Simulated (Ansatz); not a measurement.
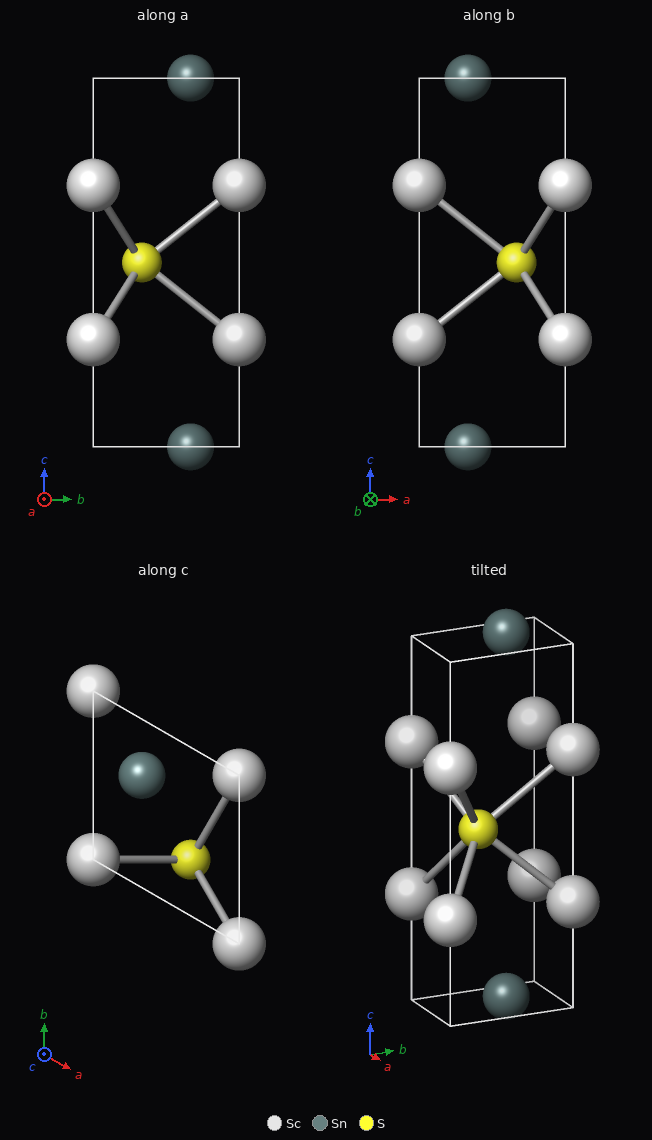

A ball-and-stick rendering, viewed along the a axis, along the b axis, along the c axis and slightly off an axis. The frame is the conventional unit cell; atoms at its boundary are shown with their periodic copies.

Lattice parameters: a = 3.5419 Å, b = 3.5419 Å, c = 7.7506 Å, α = 90.000°, β = 90.000°, γ = 120.000°.

Question: Reconstruct the structure as a CIF with its space group and independent sites.

Answer:
```cif
data_structure
_symmetry_space_group_name_H-M 'P -6 m 2'
_symmetry_Int_Tables_number 187
_cell_length_a 3.5419
_cell_length_b 3.5419
_cell_length_c 7.7506
_cell_angle_alpha 90.000
_cell_angle_beta 90.000
_cell_angle_gamma 120.000
_cell_volume 84.21
loop_
_atom_site_label
_atom_site_type_symbol
_atom_site_symmetry_multiplicity
_atom_site_Wyckoff_symbol
_atom_site_fract_x
_atom_site_fract_y
_atom_site_fract_z
_atom_site_occupancy
Sc1 Sc 2 g 0.0000 0.0000 0.2910 1
Sn1 Sn 1 c 0.3333 0.6667 0.0000 1
S1 S 1 f 0.6667 0.3333 0.5000 1
```

Provenance: a structure type filled with these elements by a generator (whether the compound takes this form wasn't checked). Earlier steps of the study, as a rule a relaxation of our own, may have changed the cell and positions, so they can lie some per cent off the listed ones. It was set up as input for a calculation with Ansatz.
